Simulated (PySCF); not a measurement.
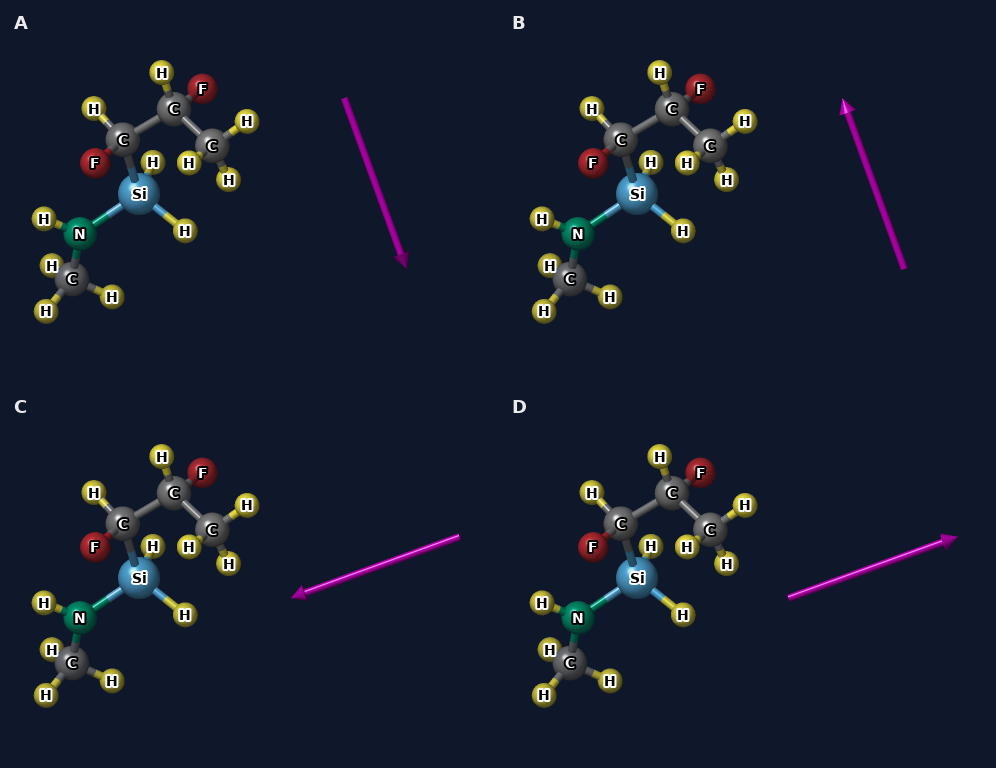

The same molecule four times, each with an arrow. Computed geometry: GFN2-xTB optimisation. No frequency run is at hand to confirm it as a minimum. Properties computed with PBE0/pcSseg-1, gas phase (PySCF 2.14.0).

Which arrow points along the dipole moment, from the negative to the positive end?

C. The dipole moment is 1.08 D.

The geometry is semi-empirical. Around Si such bond lengths and angles can be off by a tenth of an ångström or more and by several degrees, and values that hang on the shape move with them.
